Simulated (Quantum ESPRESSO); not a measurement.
# How the k mesh moves the magnetism of MnAlGe, part 2 of 2

Two starts of MnAlGe are run at each rung of the k mesh.

Quantum ESPRESSO 7.5; PBEsol; plane waves with GBRV 1.5 PBEsol potentials, no spin-orbit coupling (settings of the first rung).

So far, largest spin moment in the atom's sphere (μB): step 2 (rung 1, start ferro ++) 1.51; step 3 (rung 1, start antiferro +-) 1.69; step 4 (rung 2, start ferro ++) 1.74; step 5 (rung 2, start antiferro +-) 2.08.

## 6. Rung 3, start ferro ++

pw.in

```
&CONTROL
  calculation = 'scf'
  prefix = 'pwscf'
  outdir = './tmp'
  pseudo_dir = './pseudo'
  disk_io = 'nowf'
  tprnfor = .true.
  tstress = .true.
/
&SYSTEM
  ibrav = 0
  celldm(1) = 8
  nat = 6
  ntyp = 3
  ecutwfc = 40
  ecutrho = 280
  nbnd = 46
  occupations = 'smearing'
  smearing = 'fd'
  degauss = 0.00734986
  nspin = 2
  starting_magnetization(1) = 0.2333
  starting_magnetization(2) = 0
  starting_magnetization(3) = 0
/
&ELECTRONS
  conv_thr = 1.2d-08
  electron_maxstep = 150
  mixing_beta = 0.3
/
ATOMIC_SPECIES
Mn     54.9380 mn_pbesol_v1.5.uspp.F.UPF
Al     26.9815 al_pbesol_v1.uspp.F.UPF
Ge     72.6300 ge_pbesol_v1.4.uspp.F.UPF
CELL_PARAMETERS alat
   0.9245485064732    0.0000000000000    0.0000000000000
   0.0000000000000    0.9245485064732    0.0000000000000
   0.0000000000000    0.0000000000000    1.4014681371756
ATOMIC_POSITIONS crystal
Mn      0.0000000000    0.0000000000    0.0000000000
Mn      0.5000000000    0.5000000000    0.0000000000
Al      0.5000000000    0.0000000000    0.7270000000
Al      0.0000000000    0.5000000000    0.2730000000
Ge      0.5000000000    0.0000000000    0.2800000000
Ge      0.0000000000    0.5000000000    0.7200000000
K_POINTS automatic
6 6 6 0 0 0
```

Started as:

```
> OMP_NUM_THREADS=1 mpirun -n 2 pw.x -nk 2 -in pw.in > pw.out
```

Output:

```text
     [... lines left out ...]
Program PWSCF v.7.5 starts
     [... lines left out ...]
     number of atoms/cell      =            6
     [... lines left out ...]
     number of electrons       =        64.00
     number of Kohn-Sham states=           46
     kinetic-energy cutoff     =      40.0000  Ry
     charge density cutoff     =     280.0000  Ry
     scf convergence threshold =      1.2E-08
     [... lines left out ...]
     16 Sym. Ops., with inversion, found ( 8 have fractional translation)
     [... lines left out ...]
     number of k points=    40  Fermi-Dirac smearing, width (Ry)=  0.0073
     [... lines left out ...]
     iteration # 15     ecut=    40.00 Ry     beta= 0.30
     [... lines left out ...]
     Magnetic moment per site  (integrated on atomic sphere of radius R)
     atom   1 (R=0.248)  charge= 13.5017  magn=  1.7860
     atom   2 (R=0.248)  charge= 13.5017  magn=  1.7860
     atom   3 (R=0.248)  charge=  1.2411  magn= -0.0264
     atom   4 (R=0.248)  charge=  1.2411  magn= -0.0264
     atom   5 (R=0.250)  charge= 12.1037  magn= -0.0509
     atom   6 (R=0.250)  charge= 12.1037  magn= -0.0509
     [... lines left out ...]
     the Fermi energy is    12.0812 ev
!    total energy              =    -861.95656985 Ry
     estimated scf accuracy    <          3.6E-09 Ry
     smearing contrib. (-TS)   =      -0.00830132 Ry
     [... lines left out ...]
     total magnetization       =     3.50 Bohr mag/cell
     absolute magnetization    =     4.02 Bohr mag/cell
     convergence has been achieved in  15 iterations
     [... lines left out ...]
     Total force =     0.042140     Total SCF correction =     0.000112
     [... lines left out ...]
          total   stress  (Ry/bohr**3)                   (kbar)     P=      -54.12
     [... lines left out ...]
```

Elapsed: 100 s, on 2 MPI ranks of Arm Neoverse V2, shared host; peak memory 0.38 GiB.

This step gave:

```yaml
magnetization: 3.495 μB
final_state: ferromagnetic
largest_moment: 1.786 μB
```

## 7. Rung 3, start antiferro +-

Changes to pw.in since step 6:

```diff
@@ -13,6 +13,6 @@
   nat = 6
-  ntyp = 3
+  ntyp = 4
   ecutwfc = 40
   ecutrho = 280
-  nbnd = 46
+  nbnd = 43
   occupations = 'smearing'
@@ -22,4 +22,5 @@
   starting_magnetization(1) = 0.2333
-  starting_magnetization(2) = 0
+  starting_magnetization(2) = -0.2333
   starting_magnetization(3) = 0
+  starting_magnetization(4) = 0
 /
@@ -31,3 +32,4 @@
 ATOMIC_SPECIES
-Mn     54.9380 mn_pbesol_v1.5.uspp.F.UPF
+Mn1    54.9380 mn_pbesol_v1.5.uspp.F.UPF
+Mn2    54.9380 mn_pbesol_v1.5.uspp.F.UPF
 Al     26.9815 al_pbesol_v1.uspp.F.UPF
@@ -39,4 +41,4 @@
 ATOMIC_POSITIONS crystal
-Mn      0.0000000000    0.0000000000    0.0000000000
-Mn      0.5000000000    0.5000000000    0.0000000000
+Mn1     0.0000000000    0.0000000000    0.0000000000
+Mn2     0.5000000000    0.5000000000    0.0000000000
 Al      0.5000000000    0.0000000000    0.7270000000
```

Output:

```text
     [... lines left out ...]
Program PWSCF v.7.5 starts
     [... lines left out ...]
     number of atoms/cell      =            6
     [... lines left out ...]
     number of electrons       =        64.00
     number of Kohn-Sham states=           43
     kinetic-energy cutoff     =      40.0000  Ry
     charge density cutoff     =     280.0000  Ry
     scf convergence threshold =      1.2E-08
     [... lines left out ...]
      8 Sym. Ops. (no inversion) found
     [... lines left out ...]
     number of k points=    40  Fermi-Dirac smearing, width (Ry)=  0.0073
     [... lines left out ...]
     iteration # 17     ecut=    40.00 Ry     beta= 0.30
     [... lines left out ...]
     Magnetic moment per site  (integrated on atomic sphere of radius R)
     atom   1 (R=0.248)  charge= 13.5039  magn=  2.0555
     atom   2 (R=0.248)  charge= 13.5040  magn= -2.0556
     atom   3 (R=0.248)  charge=  1.2451  magn=  0.0000
     atom   4 (R=0.248)  charge=  1.2451  magn=  0.0000
     atom   5 (R=0.250)  charge= 12.1089  magn= -0.0000
     atom   6 (R=0.250)  charge= 12.1089  magn= -0.0000
     [... lines left out ...]
     the Fermi energy is    12.0469 ev
!    total energy              =    -861.93585778 Ry
     estimated scf accuracy    <       0.00000001 Ry
     smearing contrib. (-TS)   =      -0.01222503 Ry
     [... lines left out ...]
     total magnetization       =    -0.00 Bohr mag/cell
     absolute magnetization    =     4.69 Bohr mag/cell
     convergence has been achieved in  17 iterations
     [... lines left out ...]
     Total force =     0.047228     Total SCF correction =     0.000086
     [... lines left out ...]
          total   stress  (Ry/bohr**3)                   (kbar)     P=      -31.88
     [... lines left out ...]
```

Elapsed: 1.8 min, on 2 MPI ranks; peak memory 0.47 GiB.

Numbers from this step:

```
magnetization  : 0 μB
final state    : antiferromagnetic
largest moment : 2.056 μB
```

## 8. Rung 5, start ferro ++

Changes to pw.in since step 7:

```diff
@@ -13,6 +13,6 @@
   nat = 6
-  ntyp = 4
+  ntyp = 3
   ecutwfc = 40
   ecutrho = 280
-  nbnd = 43
+  nbnd = 46
   occupations = 'smearing'
@@ -22,5 +22,4 @@
   starting_magnetization(1) = 0.2333
-  starting_magnetization(2) = -0.2333
+  starting_magnetization(2) = 0
   starting_magnetization(3) = 0
-  starting_magnetization(4) = 0
 /
@@ -32,4 +31,3 @@
 ATOMIC_SPECIES
-Mn1    54.9380 mn_pbesol_v1.5.uspp.F.UPF
-Mn2    54.9380 mn_pbesol_v1.5.uspp.F.UPF
+Mn     54.9380 mn_pbesol_v1.5.uspp.F.UPF
 Al     26.9815 al_pbesol_v1.uspp.F.UPF
@@ -41,4 +39,4 @@
 ATOMIC_POSITIONS crystal
-Mn1     0.0000000000    0.0000000000    0.0000000000
-Mn2     0.5000000000    0.5000000000    0.0000000000
+Mn      0.0000000000    0.0000000000    0.0000000000
+Mn      0.5000000000    0.5000000000    0.0000000000
 Al      0.5000000000    0.0000000000    0.7270000000
@@ -48,2 +46,2 @@
 K_POINTS automatic
-6 6 6 0 0 0
+10 10 6 0 0 0
```

Output:

```text
     [... lines left out ...]
Program PWSCF v.7.5 starts
     [... lines left out ...]
     number of atoms/cell      =            6
     [... lines left out ...]
     number of electrons       =        64.00
     number of Kohn-Sham states=           46
     kinetic-energy cutoff     =      40.0000  Ry
     charge density cutoff     =     280.0000  Ry
     scf convergence threshold =      1.2E-08
     [... lines left out ...]
     16 Sym. Ops., with inversion, found ( 8 have fractional translation)
     [... lines left out ...]
     number of k points=    84  Fermi-Dirac smearing, width (Ry)=  0.0073
     [... lines left out ...]
     iteration # 15     ecut=    40.00 Ry     beta= 0.30
     [... lines left out ...]
     Magnetic moment per site  (integrated on atomic sphere of radius R)
     atom   1 (R=0.248)  charge= 13.5011  magn=  1.7948
     atom   2 (R=0.248)  charge= 13.5011  magn=  1.7948
     atom   3 (R=0.248)  charge=  1.2412  magn= -0.0259
     atom   4 (R=0.248)  charge=  1.2412  magn= -0.0259
     atom   5 (R=0.250)  charge= 12.1040  magn= -0.0494
     atom   6 (R=0.250)  charge= 12.1040  magn= -0.0494
     [... lines left out ...]
     the Fermi energy is    12.0647 ev
!    total energy              =    -861.95602918 Ry
     estimated scf accuracy    <          3.1E-09 Ry
     smearing contrib. (-TS)   =      -0.00828736 Ry
     [... lines left out ...]
     total magnetization       =     3.52 Bohr mag/cell
     absolute magnetization    =     4.04 Bohr mag/cell
     convergence has been achieved in  15 iterations
     [... lines left out ...]
     Total force =     0.043522     Total SCF correction =     0.000084
     [... lines left out ...]
          total   stress  (Ry/bohr**3)                   (kbar)     P=      -53.33
     [... lines left out ...]
```

It took 3.3 min on 2 MPI ranks; peak memory 0.64 GiB; 6.6 min of CPU time.

Numbers from this step:

| Property | Result |
| --- | --- |
| magnetization | 3.524 μB |
| final state | ferromagnetic |
| largest moment | 1.795 μB |

## 9. Rung 5, start antiferro +-

Changes to pw.in since step 8:

```diff
@@ -13,6 +13,6 @@
   nat = 6
-  ntyp = 3
+  ntyp = 4
   ecutwfc = 40
   ecutrho = 280
-  nbnd = 46
+  nbnd = 43
   occupations = 'smearing'
@@ -22,4 +22,5 @@
   starting_magnetization(1) = 0.2333
-  starting_magnetization(2) = 0
+  starting_magnetization(2) = -0.2333
   starting_magnetization(3) = 0
+  starting_magnetization(4) = 0
 /
@@ -31,3 +32,4 @@
 ATOMIC_SPECIES
-Mn     54.9380 mn_pbesol_v1.5.uspp.F.UPF
+Mn1    54.9380 mn_pbesol_v1.5.uspp.F.UPF
+Mn2    54.9380 mn_pbesol_v1.5.uspp.F.UPF
 Al     26.9815 al_pbesol_v1.uspp.F.UPF
@@ -39,4 +41,4 @@
 ATOMIC_POSITIONS crystal
-Mn      0.0000000000    0.0000000000    0.0000000000
-Mn      0.5000000000    0.5000000000    0.0000000000
+Mn1     0.0000000000    0.0000000000    0.0000000000
+Mn2     0.5000000000    0.5000000000    0.0000000000
 Al      0.5000000000    0.0000000000    0.7270000000
```

Output:

```text
     [... lines left out ...]
Program PWSCF v.7.5 starts
     [... lines left out ...]
     number of atoms/cell      =            6
     [... lines left out ...]
     number of electrons       =        64.00
     number of Kohn-Sham states=           43
     kinetic-energy cutoff     =      40.0000  Ry
     charge density cutoff     =     280.0000  Ry
     scf convergence threshold =      1.2E-08
     [... lines left out ...]
      8 Sym. Ops. (no inversion) found
     [... lines left out ...]
     number of k points=    84  Fermi-Dirac smearing, width (Ry)=  0.0073
     [... lines left out ...]
     iteration # 16     ecut=    40.00 Ry     beta= 0.30
     [... lines left out ...]
     Magnetic moment per site  (integrated on atomic sphere of radius R)
     atom   1 (R=0.248)  charge= 13.5038  magn=  2.0571
     atom   2 (R=0.248)  charge= 13.5037  magn= -2.0571
     atom   3 (R=0.248)  charge=  1.2455  magn= -0.0000
     atom   4 (R=0.248)  charge=  1.2455  magn= -0.0000
     atom   5 (R=0.250)  charge= 12.1088  magn=  0.0000
     atom   6 (R=0.250)  charge= 12.1088  magn=  0.0000
     [... lines left out ...]
     the Fermi energy is    12.0456 ev
!    total energy              =    -861.93612119 Ry
     estimated scf accuracy    <          7.6E-09 Ry
     smearing contrib. (-TS)   =      -0.01169195 Ry
     [... lines left out ...]
     total magnetization       =    -0.00 Bohr mag/cell
     absolute magnetization    =     4.69 Bohr mag/cell
     convergence has been achieved in  16 iterations
     [... lines left out ...]
     Total force =     0.047067     Total SCF correction =     0.000113
     [... lines left out ...]
          total   stress  (Ry/bohr**3)                   (kbar)     P=      -32.45
     [... lines left out ...]
```

It took 3.3 min on 2 MPI ranks; peak memory 0.51 GiB.

Read from the output:

```yaml
magnetization: 0 μB
final_state: antiferromagnetic
largest_moment: 2.057 μB
```

## 10. The rungs together

Ladder, by row:

```csv
rung,mesh,state from the first start,state from the second start,second less first (meV a seeded atom),"moment, first (μB)","moment, second (μB)",CPU time (s)
1,2x2x2,ferromagnetic,antiferromagnetic,78.19,1.506,1.695,108
2,4x4x2,ferromagnetic,antiferromagnetic,86.35,1.745,2.085,161.5
3,6x6x6,ferromagnetic,antiferromagnetic,140.9,1.786,2.056,413.6
5,10x10x6,ferromagnetic,antiferromagnetic,135.4,1.795,2.057,794.7
```

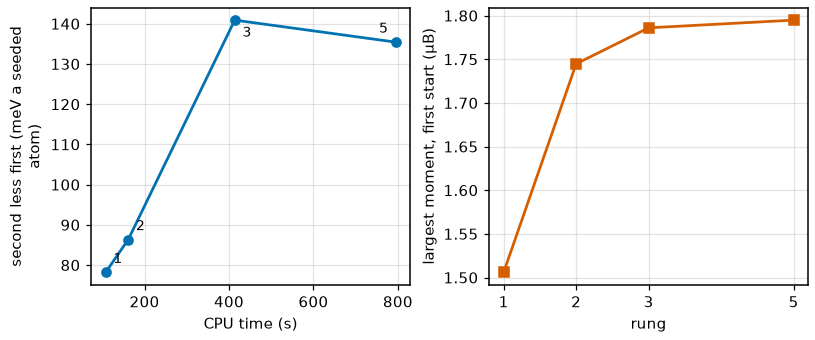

Result against cost, rungs numbered as in the table, and the moment by rung.

## 11. Results

* range of the largest moment, first start: 1.51 to 1.79 μB; second start 1.69 to 2.08 μB
* range of CPU time: 1.8 min to 13 min
* range of the energy difference: 78.2 to 141 meV a seeded atom
* first rung that agrees with the last (margins below): 3

What this shows: From rung 3 on the states are those of the last rung, the moments stay within 0.05 μB of it and the difference within 6.8 meV; rung 3 took 52 % of its CPU time. Energies are free energies at an electronic temperature of 1160 K, which lowers moments and differences where the moments are itinerant.

[Logs and program files are shortened in this print: banners, set-up blocks, solver, clock and traceback lines can be left out without a mark of their own.]

[Logs are printed without paths, hosts, clocks, repeated set-up lines and the standing remarks that a program may print on its own settings, such as how far it seeks lower states.]

[Hosts, paths, dates, database ids (printed as entryN), source tags and the programs' standing remarks are cut or masked in the printed files.]

[Where a cell is said to come from a database of computed structures, the database is the Materials Project.]
